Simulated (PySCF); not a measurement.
Run report: C2H4ClSi (charge +1), geometry relaxation (part 2 of 2)

Continued. System: C2H4ClSi, charge +1. Method: HF/3-21G, RHF (PySCF 2.14.0). The atoms were displaced at random from an optimised geometry. The geometry is that of the parent species in another charge or spin state.

Geometry of the input (Å):
```
C  0.6529  1.0819  -0.6650
C  0.6582  -0.0173  0.1393
Si -0.8926  -0.6146  0.9313
Cl -1.0608  -2.6929  0.9420
H  -0.2643  1.5674  -0.8694
H  1.5599  1.3894  -1.0899
H  1.5610  -0.5762  0.3265
H  -2.1305  -0.0875  0.2955
```

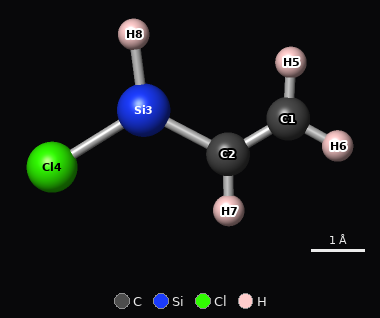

**Figure 1.** The geometry at step 5 of the log (ball-and-stick view, seen on its broad side; atoms are numbered from 1 in the order of the input).

### What the program printed, continued
```
Geometry optimization cycle 8
Cartesian coordinates (Angstrom)
 Atom        New coordinates             dX        dY        dZ
   C   0.690904   1.115334  -0.616302   -0.001351  0.000689  0.005278
   C   0.630802  -0.082011  -0.019127    0.002267 -0.004628 -0.004511
  Si  -0.953838  -0.788942   0.497260    0.001129 -0.000964 -0.003446
  Cl  -1.023074  -2.665495   1.389894   -0.000051  0.008910  0.016431
   H  -0.173250   1.720495  -0.821838   -0.002916  0.000725  0.012275
   H   1.634434   1.527007  -0.922205   -0.003377  0.004363  0.004653
   H   1.525395  -0.648017   0.163850    0.002284 -0.007480 -0.012385
   H  -2.247529  -0.128228   0.338849    0.002016 -0.001614 -0.018295
converged SCF energy = -822.055164840699
--------------- SecondOrderRHF_Scanner gradients ---------------
         x                y                z
0 C    -0.0001090684     0.0000977977    -0.0000648244
1 C    -0.0000153435    -0.0001229712     0.0000986722
2 Si    -0.0000725103     0.0000058105    -0.0002656260
3 Cl     0.0000785776     0.0000451859    -0.0000725097
4 H     0.0000504095    -0.0000584576    -0.0000108758
5 H    -0.0000404297    -0.0000279468    -0.0000393441
6 H     0.0000019197    -0.0000077056     0.0001821136
7 H     0.0001064450     0.0000682871     0.0001723942
----------------------------------------------
cycle 8: E = -822.055164841  dE = -2.03619e-05  norm(grad) = 0.000478603
Step    7 : Displace = 1.226e-02/1.841e-02 (rms/max) Trust = 2.828e-01 (+) Grad = 1.692e-04/2.754e-04 (rms/max) E (change) = -822.0551648407 (-2.036e-05) Quality = 1.365
Hessian Eigenvalues: 7.17213e-03 2.39013e-02 2.51361e-02 ... 4.33549e-01 4.85348e-01 5.69980e-01

Geometry optimization cycle 9
Cartesian coordinates (Angstrom)
 Atom        New coordinates             dX        dY        dZ
   C   0.690973   1.116548  -0.613302    0.000069  0.001215  0.003001
   C   0.630624  -0.084764  -0.024296   -0.000178 -0.002753 -0.005169
  Si  -0.953710  -0.790586   0.495296    0.000128 -0.001644 -0.001964
  Cl  -1.022657  -2.658463   1.405771    0.000417  0.007032  0.015878
   H  -0.172816   1.724991  -0.810967    0.000435  0.004496  0.010871
   H   1.634425   1.529654  -0.917599   -0.000010  0.002646  0.004606
   H   1.525030  -0.653313   0.151397   -0.000365 -0.005295 -0.012453
   H  -2.248025  -0.133924   0.324079   -0.000496 -0.005697 -0.014769
converged SCF energy = -822.055171023951
--------------- SecondOrderRHF_Scanner gradients ---------------
         x                y                z
0 C    -0.0000172793    -0.0000935720    -0.0002012338
1 C    -0.0000239947    -0.0000184148     0.0000500619
2 Si    -0.0000889304    -0.0000442212     0.0000460077
3 Cl     0.0000698859     0.0000592275    -0.0000447855
4 H     0.0000017609    -0.0000016752     0.0000723074
5 H    -0.0000089742     0.0000481696     0.0000814153
6 H     0.0000159125    -0.0000083767     0.0000179771
7 H     0.0000516193     0.0000588628    -0.0000217502
----------------------------------------------
cycle 9: E = -822.055171024  dE = -6.18325e-06  norm(grad) = 0.000311226
Step    8 : Displace = 1.091e-02/1.723e-02 (rms/max) Trust = 3.000e-01 (+) Grad = 1.100e-04/2.226e-04 (rms/max) E (change) = -822.0551710240 (-6.183e-06) Quality = 1.025
Hessian Eigenvalues: 6.64361e-03 2.37997e-02 2.51205e-02 ... 4.32156e-01 4.79553e-01 5.69152e-01

Geometry optimization cycle 10
Cartesian coordinates (Angstrom)
 Atom        New coordinates             dX        dY        dZ
   C   0.691253   1.117314  -0.612386    0.000280  0.000766  0.000916
   C   0.630478  -0.084452  -0.024333   -0.000146  0.000312 -0.000037
  Si  -0.953695  -0.790824   0.495243    0.000015 -0.000238 -0.000053
  Cl  -1.022936  -2.658251   1.406900   -0.000279  0.000212  0.001129
   H  -0.172177   1.726117  -0.810593    0.000639  0.001126  0.000375
   H   1.634779   1.529201  -0.918134    0.000355 -0.000453 -0.000535
   H   1.524771  -0.653481   0.150322   -0.000259 -0.000168 -0.001076
   H  -2.248629  -0.135481   0.323361   -0.000605 -0.001557 -0.000718
converged SCF energy = -822.055171386072
--------------- SecondOrderRHF_Scanner gradients ---------------
         x                y                z
0 C     0.0000165295     0.0000575963     0.0001224973
1 C    -0.0000120163    -0.0000256545    -0.0000059032
2 Si    -0.0000419397    -0.0000563516     0.0000240854
3 Cl     0.0000277850     0.0000299888    -0.0000143519
4 H     0.0000012974    -0.0000130963    -0.0000539064
5 H    -0.0000188937    -0.0000144431    -0.0000410542
6 H     0.0000047470    -0.0000078987    -0.0000138919
7 H     0.0000224907     0.0000298592    -0.0000174751
----------------------------------------------
cycle 10: E = -822.055171386  dE = -3.62121e-07  norm(grad) = 0.00018476
```

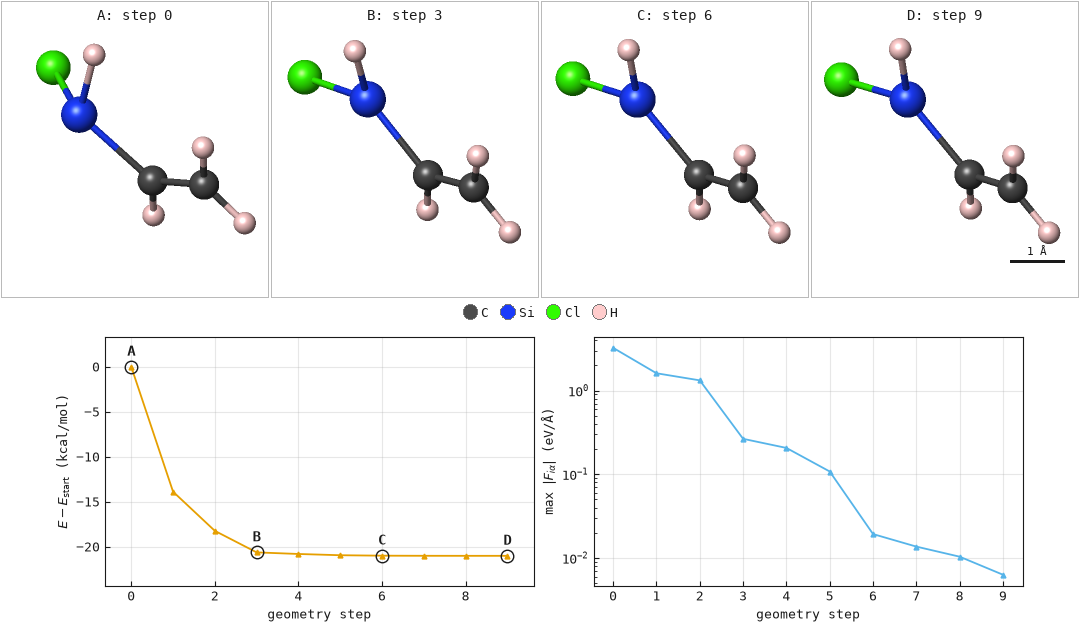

**Figure 2.** Frames of the relaxation (ball-and-stick view, seen at an oblique angle) above the curves, on which the letters mark them (steps are counted from 0).

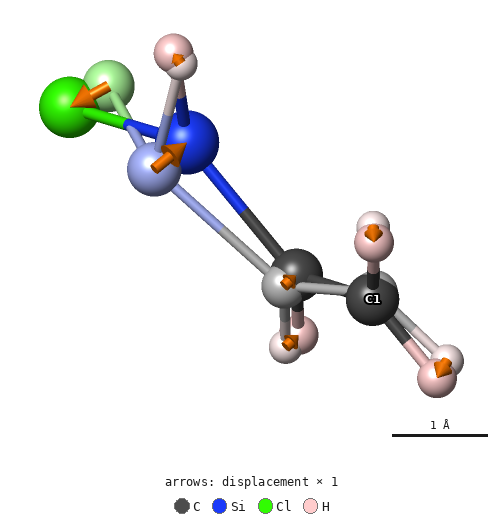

**Figure 3.** Start (faint) and end (solid) with the displacements as orange arrows, at true length (ball-and-stick view, seen at an oblique angle). The two geometries are laid on each other by the best rigid fit. The energy falls by 21.0 kcal/mol in 9 geometry steps. The largest force component goes from 3.2 to 0.0063 eV/Å. The largest move after the best rigid fit is that of Si3, 0.47 Å. Largest moves by element: Si 0.47 Å, Cl 0.47 Å, H 0.23 Å, C 0.18 Å. Distances before and after: C2–Si3 1.841 → 1.811 Å, Si3–H8 1.488 → 1.461 Å, C1–H6 1.048 → 1.074 Å, C1–C2 1.362 → 1.339 Å. Among the angles that change: C2–Si3–H8 113.7° → 124.5°, Cl4–Si3–H8 106.8° → 115.1°, C2–Si3–Cl4 113.2° → 120.4°. (Atoms are counted from 1 in the order of the input.)

```
Step    9 : Displace = 1.122e-03/1.787e-03 (rms/max) Trust = 3.000e-01 (=) Grad = 6.532e-05/1.364e-04 (rms/max) E (change) = -822.0551713861 (-3.621e-07) Quality = 0.786
Hessian Eigenvalues: 6.64361e-03 2.37997e-02 2.51205e-02 ... 4.32156e-01 4.79553e-01 5.69152e-01
Converged! =D

converged: True
C           0.69125313        1.11731440       -0.61238588
C           0.63047838       -0.08445173       -0.02433336
Si         -0.95369452       -0.79082387        0.49524316
Cl         -1.02293570       -2.65825104        1.40689978
H          -0.17217704        1.72611682       -0.81059280
H           1.63477908        1.52920052       -0.91813410
H           1.52477093       -0.65348095        0.15032172
H          -2.24862927       -0.13548116        0.32336146
converged SCF energy = -822.05517138607
Final energy -822.0551713860702
frequencies (1/cm) [ 120.1  149.8  348.5  514.5  580.2  650.9  798.   841.5 1123.6 1169.
 1252.8 1434.1 1556.6 1739.2 2431.6 3311.4 3359.1 3402.2]
temperature 298.1500 [K]
pressure 101325.00 [Pa]
Rotational constants [GHz] 22.65086 1.91317 1.76416
Symmetry number 1
Zero-point energy (ZPE) 0.05646 [Eh]   148234.605 [J/mol]
                           tot       elec      trans        rot        vib
Entropy [J/mol/K]       310.771      0.000    165.084    108.134     37.553
Cv [J/mol/K]             69.793      0.000     12.472     12.472     44.850
Cp [J/mol/K]             78.108      0.000     20.786     12.472     44.850
Internal energy [J/mol]                      3718.434   3718.434 154630.284
Internal energy [Eh]   -821.99344  -822.05517
Enthalpy [J/mol]                             6197.391   3718.434 154630.284
Enthalpy [Eh]          -821.99250
Gibbs free energy [J/mol]                  -43022.501 -28521.655 143433.901
Gibbs free energy [Eh] -822.02779
```

### Trajectory as extended XYZ (Å, eV, eV/Å), 10 frames, from step=0 to step=9
```
8
Properties=species:S:1:pos:R:3:forces:R:3 step=0 energy=-22368.34954
C     0.6529    1.0819   -0.6650   -0.6508  -2.1943   1.7802
C     0.6582   -0.0173    0.1393    0.2894   0.9051   0.5668
Si   -0.8926   -0.6146    0.9313   -0.0417  -0.4022  -3.2424
Cl   -1.0608   -2.6929    0.9420    0.0061  -0.2550   0.8576
H    -0.2643    1.5674   -0.8694   -0.2273   0.8691  -0.2191
H     1.5599    1.3894   -1.0899    0.6604   0.4364  -0.8702
H     1.5610   -0.5762    0.3265   -0.0298   0.2712   0.0236
H    -2.1305   -0.0875    0.2955   -0.0063   0.3697   1.1035
8
Properties=species:S:1:pos:R:3:forces:R:3 step=1 energy=-22368.95162
C     0.6460    1.0846   -0.6400    0.7178  -0.5076   0.1438
C     0.6871   -0.0344    0.1018   -0.6973   0.4219   0.6161
Si   -0.8964   -0.6720    0.7534   -0.1976  -0.7969  -1.6112
Cl   -1.1018   -2.7286    1.0817    0.1033   0.1384   0.4666
H    -0.2295    1.6512   -0.8868   -0.1067   0.0341   0.1842
H     1.5755    1.4208   -1.0498    0.0103   0.2747  -0.3278
H     1.6001   -0.5650    0.3001   -0.0230   0.1297  -0.0394
H    -2.1972   -0.1064    0.3500    0.1932   0.3058   0.5678
8
Properties=species:S:1:pos:R:3:forces:R:3 step=2 energy=-22369.14039
C     0.7484    1.1220   -0.6486   -1.3250   0.3416  -0.1768
C     0.6089   -0.0185    0.0263    1.0490  -0.5831   0.3075
Si   -0.9570   -0.7636    0.5599   -0.0732  -0.0354  -0.2264
Cl   -1.0618   -2.7326    1.2547    0.1865   0.2113   0.0057
H    -0.1581    1.6713   -0.8433    0.4315   0.5328  -0.3692
H     1.6854    1.5074   -1.0333   -0.3231  -0.2529   0.3487
H     1.4989   -0.5692    0.2485    0.1038  -0.3875   0.1043
H    -2.2808   -0.1665    0.4462   -0.0495   0.1733   0.0062
8
Properties=species:S:1:pos:R:3:forces:R:3 step=3 energy=-22369.24419
C     0.6901    1.1105   -0.6388    0.1792   0.1574   0.0993
C     0.6199   -0.0629    0.0065    0.0397   0.0462  -0.2512
Si   -0.9565   -0.7935    0.4940   -0.1163   0.0032   0.2652
Cl   -1.0241   -2.6986    1.3280    0.0370  -0.0065  -0.0305
H    -0.1450    1.7405   -0.8876   -0.1627  -0.2146   0.0644
H     1.6405    1.5100   -0.9388    0.0846  -0.0729   0.0170
H     1.5127   -0.6234    0.2190    0.0097   0.0480  -0.0437
H    -2.2538   -0.1325    0.4281   -0.0713   0.0392  -0.1204
8
Properties=species:S:1:pos:R:3:forces:R:3 step=4 energy=-22369.25184
C     0.6837    1.1008   -0.6238    0.1290   0.0303   0.0307
C     0.6578   -0.0791    0.0081   -0.1452  -0.0016  -0.0173
Si   -0.9413   -0.7688    0.5033   -0.0379  -0.2064   0.1110
Cl   -1.0488   -2.6771    1.3261   -0.0029   0.0166   0.0168
H    -0.2032    1.6694   -0.8366    0.0325   0.0576  -0.0372
H     1.6121    1.5321   -0.9464    0.0057   0.0215  -0.0170
H     1.5559   -0.6337    0.2135   -0.0433   0.0629  -0.0489
H    -2.2323   -0.0935    0.3662    0.0621   0.0190  -0.0380
8
Properties=species:S:1:pos:R:3:forces:R:3 step=5 energy=-22369.25789
C     0.6946    1.1164   -0.6256   -0.0546  -0.0181  -0.0074
C     0.6272   -0.0695   -0.0080   -0.0279  -0.0327   0.0827
Si   -0.9560   -0.7832    0.5187    0.0166   0.0325  -0.1079
Cl   -1.0253   -2.6894    1.3508    0.0151   0.0410   0.0181
H    -0.1664    1.7216   -0.8453    0.0229   0.0085   0.0048
H     1.6434    1.5112   -0.9382   -0.0213   0.0277   0.0025
H     1.5234   -0.6280    0.1872    0.0025  -0.0486  -0.0096
H    -2.2570   -0.1289    0.3706    0.0468  -0.0103   0.0169
8
Properties=species:S:1:pos:R:3:forces:R:3 step=6 energy=-22369.26005
C     0.6923    1.1146   -0.6216   -0.0108   0.0135   0.0187
C     0.6285   -0.0774   -0.0146    0.0160  -0.0088  -0.0043
Si   -0.9550   -0.7880    0.5007    0.0055   0.0059   0.0193
Cl   -1.0230   -2.6744    1.3735    0.0022   0.0055   0.0029
H    -0.1703    1.7198   -0.8341    0.0005  -0.0019  -0.0052
H     1.6378    1.5226   -0.9269   -0.0060  -0.0026   0.0022
H     1.5231   -0.6405    0.1762    0.0057  -0.0128  -0.0147
H    -2.2495   -0.1266    0.3571   -0.0132   0.0013  -0.0189
8
Properties=species:S:1:pos:R:3:forces:R:3 step=7 energy=-22369.26061
C     0.6909    1.1153   -0.6163    0.0056  -0.0050   0.0033
C     0.6308   -0.0820   -0.0191    0.0008   0.0063  -0.0051
Si   -0.9538   -0.7889    0.4973    0.0037  -0.0003   0.0137
Cl   -1.0231   -2.6655    1.3899   -0.0040  -0.0023   0.0037
H    -0.1732    1.7205   -0.8218   -0.0026   0.0030   0.0006
H     1.6344    1.5270   -0.9222    0.0021   0.0014   0.0020
H     1.5254   -0.6480    0.1638   -0.0001   0.0004  -0.0094
H    -2.2475   -0.1282    0.3388   -0.0055  -0.0035  -0.0089
8
Properties=species:S:1:pos:R:3:forces:R:3 step=8 energy=-22369.26077
C     0.6910    1.1165   -0.6133    0.0009   0.0048   0.0103
C     0.6306   -0.0848   -0.0243    0.0012   0.0009  -0.0026
Si   -0.9537   -0.7906    0.4953    0.0046   0.0023  -0.0024
Cl   -1.0227   -2.6585    1.4058   -0.0036  -0.0030   0.0023
H    -0.1728    1.7250   -0.8110   -0.0001   0.0001  -0.0037
H     1.6344    1.5297   -0.9176    0.0005  -0.0025  -0.0042
H     1.5250   -0.6533    0.1514   -0.0008   0.0004  -0.0009
H    -2.2480   -0.1339    0.3241   -0.0027  -0.0030   0.0011
8
Properties=species:S:1:pos:R:3:forces:R:3 step=9 energy=-22369.26078
C     0.6913    1.1173   -0.6124   -0.0008  -0.0030  -0.0063
C     0.6305   -0.0845   -0.0243    0.0006   0.0013   0.0003
Si   -0.9537   -0.7908    0.4952    0.0022   0.0029  -0.0012
Cl   -1.0229   -2.6583    1.4069   -0.0014  -0.0015   0.0007
H    -0.1722    1.7261   -0.8106   -0.0001   0.0007   0.0028
H     1.6348    1.5292   -0.9181    0.0010   0.0007   0.0021
H     1.5248   -0.6535    0.1503   -0.0002   0.0004   0.0007
H    -2.2486   -0.1355    0.3234   -0.0012  -0.0015   0.0009
```

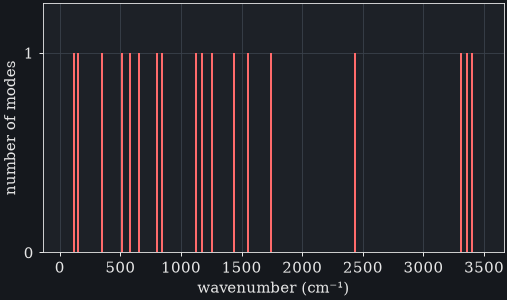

**Figure 4.** Harmonic vibrational wavenumbers from the force constants; neighbouring modes closer than 15 cm⁻¹ are counted in one stick. 18 modes from 120 to 3402 cm⁻¹, none imaginary.

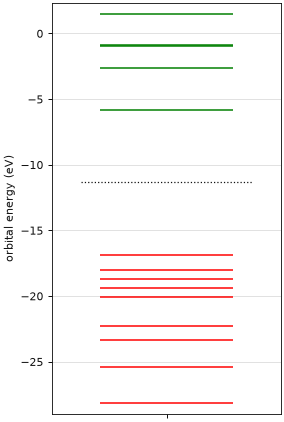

**Figure 5.** Orbital energies near the frontier; the dotted line parts filled from empty levels, and levels within 0.02 eV of each other stand side by side. Highest filled −16.84 eV, lowest empty −5.81 eV, 11.03 eV apart.
